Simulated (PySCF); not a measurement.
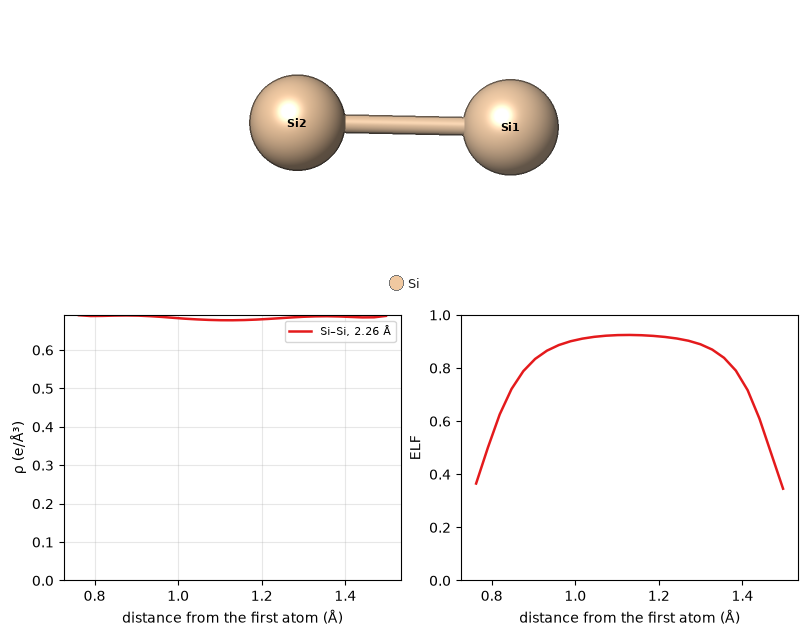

Figure. Si$_{2}$ (triplet). Total electron density and electron localisation function along straight lines between neighbouring atoms. The curves leave out the atomic cores. The structure is drawn too.

Method: PBE0/def2-TZVPP, non-relativistic Hamiltonian with scalar-relativistic core potentials where named, at a bond length of 2.260 Å (PySCF).

What can be read from the curves?

Answer. Si–Si (2.26 Å): the density is about 0.68 e/Å³ at the midpoint; the ELF peaks at about 0.90 between the atoms, as expected for a shared electron pair.
